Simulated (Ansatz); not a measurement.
F2H3N2Nb (SMILES [NH]=[Nb]([NH2])([F])[F])

```xyz
8

N    -0.9761    1.2269    0.5334
Nb   -0.0482    0.2794   -0.5909
N     0.6767   -1.1476    0.5297
F    -1.1520   -0.4281   -1.9416
F     1.3382    1.3043   -1.3464
H    -1.5451    1.8579    1.0768
H     0.5258   -1.2704    1.5184
H     1.2730   -1.8796    0.1651
```

Geometry: PBE0-D4/def2-TZVP; core potentials replace the inner electrons of Nb.

The calculation used RKS PBE0-D4/def2-TZVPP in Ansatz.

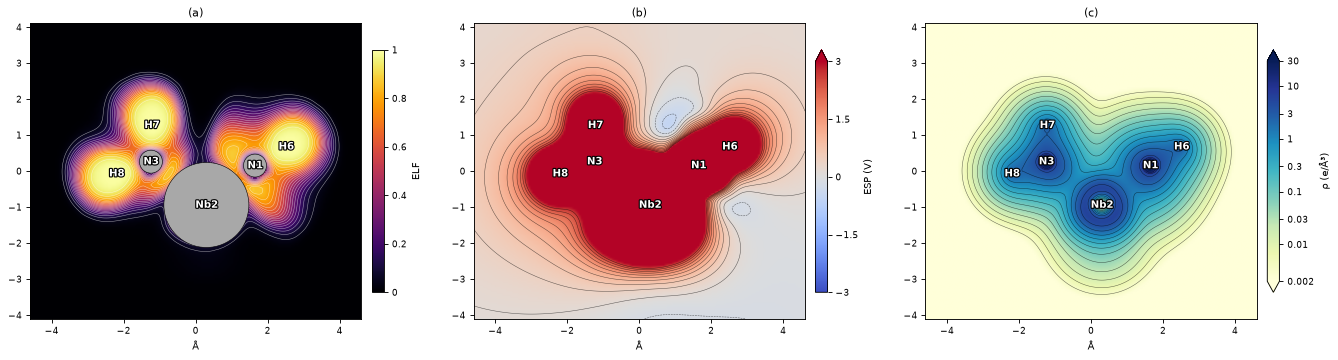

Figure 1. (a) electron localisation function; (b) electrostatic potential; (c) electron density on the plane of atoms N1, Nb2 and N3. Grey discs cover the atomic cores in the ELF map.

Describe what can be read from this map.

Answer. The section cuts through N, Nb and H sites. Nb–N (1.74 Å): the density is about 1.6 e/Å³ at the midpoint; the ELF peaks at about 0.75 in the valence shell of N, 0.5 Å from its nucleus, and drops to about 0.35 between the two atoms. N–H (1.01 Å): ρ is about 2.9 e/Å³ halfway; the ELF climbs to about 1 towards the hydrogen, as it does in any bond to H (a covalent bond by its length). Nb–N (1.95 Å): the density is about 1 e/Å³ at the midpoint; the ELF peaks at about 0.85 in the valence shell of N, 0.6 Å from its nucleus, and is about 0.30 at the midpoint. Outside the dense part of the molecule the potential is most negative (−0.5 V) near N1.

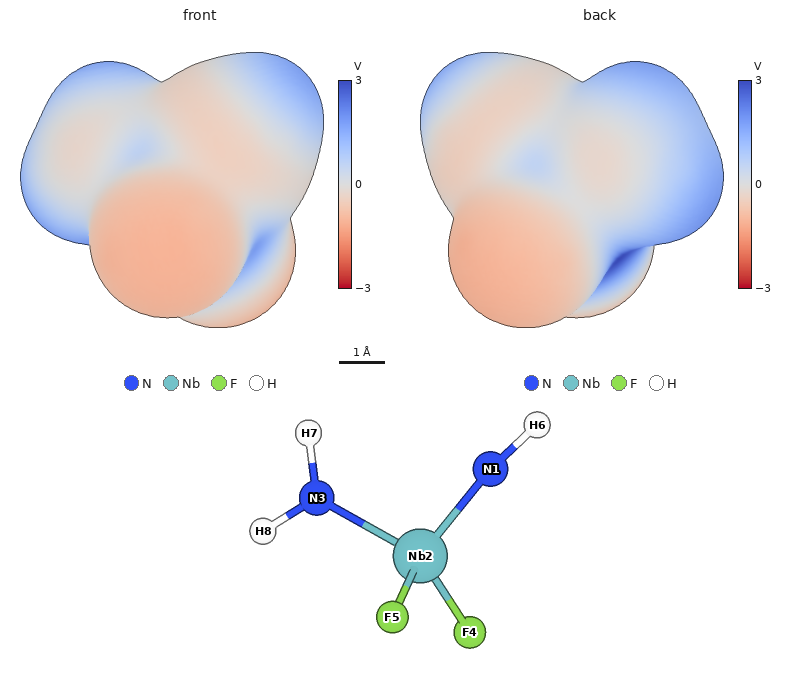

Figure 2. The molecular electrostatic potential painted on the density surface at 0.001 e/bohr³, seen from the front and from behind; the colour scale runs from red (negative) to blue (positive). The bare structure is drawn below in the same view.

Describe the electrostatic potential map.

Answer. The most negative region (about −1.1 V, or −25 kcal/mol for a unit charge) lies over F4 and F5, the most positive (about +2.6 V, or +60 kcal/mol for a unit charge) over Nb2.
